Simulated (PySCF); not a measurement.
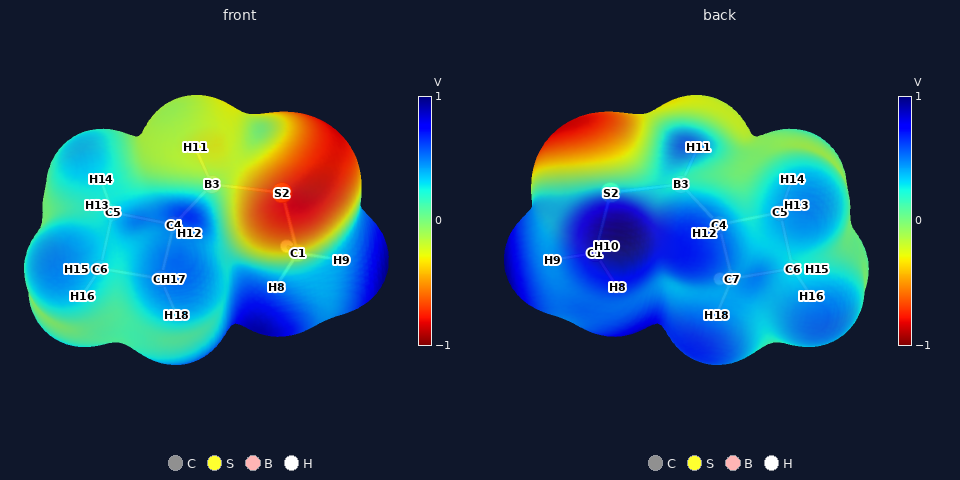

The picture shows: C5H11BS (SMILES CSBC1CCC1). The electrostatic potential painted on the density surface at 0.002 e/bohr³, seen from the front and from behind; the colour scale runs from red (negative) to blue (positive).

Geometry: GFN2-xTB.

These are results of PBE0/pcSseg-1, SCF density, gas phase, non-relativistic in PySCF, not measurements.

```xyz
18

C     2.7354   -0.4132    0.5398
S     2.4739    1.1593   -0.3575
B     0.8002    1.1155   -0.8939
C    -0.1871   -0.0695   -0.5607
C    -1.6306   -0.0014   -1.1109
C    -2.1889   -0.1683    0.3088
C    -0.7698   -0.0775    0.8834
H     2.0382   -0.4805    1.3672
H     3.7549   -0.3979    0.9100
H     2.6012   -1.2461   -0.1425
H     0.4604    2.0600   -1.4951
H     0.2559   -1.0452   -0.7818
H    -1.8965   -0.7935   -1.8084
H    -1.8737    0.9571   -1.5646
H    -2.8686    0.6164    0.6351
H    -2.6642   -1.1329    0.4791
H    -0.5826    0.8446    1.4323
H    -0.4670   -0.9206    1.5028
```

### Describe the electrostatic potential map.

The most negative region (about −0.8 V) lies over S2, the most positive (about +1.0 V) over H9 and H10.
